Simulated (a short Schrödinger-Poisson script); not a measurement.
Stack: MOS inversion layer, Si3N4 on p-type Si(100), at 300 K.

| layer | material | thickness (nm) | Na (cm⁻³) |
|---|---|---|---|
| 1 | Si3N4 | 3.8 | - |
| 2 | Si | 780 | 3e17 |

The device is made up for the run: typed textbook-type constants, with dimensions and the other settings drawn at random. Si3N4: permittivity 7.5, conduction-band edge (eV) 1.95, gap (eV) 5.1, electron mass (mₑ) 0.5. Si: permittivity 11.7, conduction-band edge (eV) 0, gap (eV) 1.124, Nv at 300 K (cm⁻³) 3.1e19.

Channel valleys (confinement mass, in-plane density-of-states mass, number): Δ2 0.916, 0.19, 2; Δ4 0.19, 0.417, 4. At the gate the conduction-band edge of layer 1 lies 2.55 eV − eVg above the Fermi level of the channel; the field vanishes at the back. Gaps are held at their typed values at every temperature. Mesh 0.03 nm at interfaces.

Solved with a short Schrödinger-Poisson script written for these runs: 1D Poisson equation in equilibrium, electrons quantum, Hartree (BenDaniel-Duke, 12 states a valley, the channel's in-plane mass for all, wave functions free to enter the dielectric), parabolic valleys, classical holes, full ionisation, no traps, pinning or gate leakage.

Only gate voltages with over 1e8 electrons/cm² are shown.

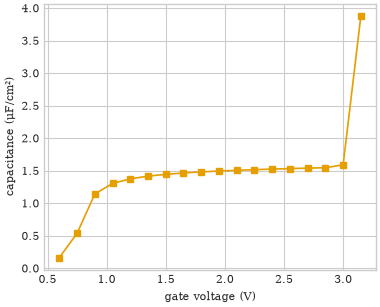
Quasi-static capacitance against gate voltage

```
Vg (V)  electrons (cm⁻²)  C (μF/cm²)  Δ2 E0 (meV)  Δ2 E1 (meV)  Δ4 E0 (meV)  Δ4 E1 (meV)
------  ----------------  ----------  -----------  -----------  -----------  -----------
0.6               1.08e9       0.164        233.2        286.6        271.9        360.5
0.75             1.14e11       0.536        111.1        168.0        152.1        246.0
0.9              9.10e11        1.14         54.7        117.2         99.4        198.2
1.05             2.05e12        1.30         30.3         99.1         79.2        182.3
1.2              3.30e12        1.37         14.6         89.5         67.3        174.4
1.35             4.61e12        1.41          2.7         83.2         58.9        169.5
1.5              5.95e12        1.44         -7.2         78.8         52.3        166.2
1.65             7.31e12        1.46        -15.9         75.4         46.8        163.9
1.8              8.69e12        1.48        -23.6         72.8         41.9        162.1
1.95             1.01e13        1.49        -30.7         70.6         37.6        160.7
2.1              1.15e13        1.50        -37.3         68.9         33.6        159.7
2.25             1.29e13        1.51        -43.5         67.4         29.9        158.9
2.4              1.43e13        1.52        -49.4         66.2         26.5            -
2.55             1.58e13        1.53        -55.0            -            -            -
2.7              1.72e13        1.54            -            -            -            -
2.85             1.86e13        1.54            -            -            -            -
3                2.01e13        1.59            -            -            -            -
3.15             2.21e13        3.88            -            -            -            -
```

Subbands count from the Fermi level; a dash marks a level above the dielectric's band edge.
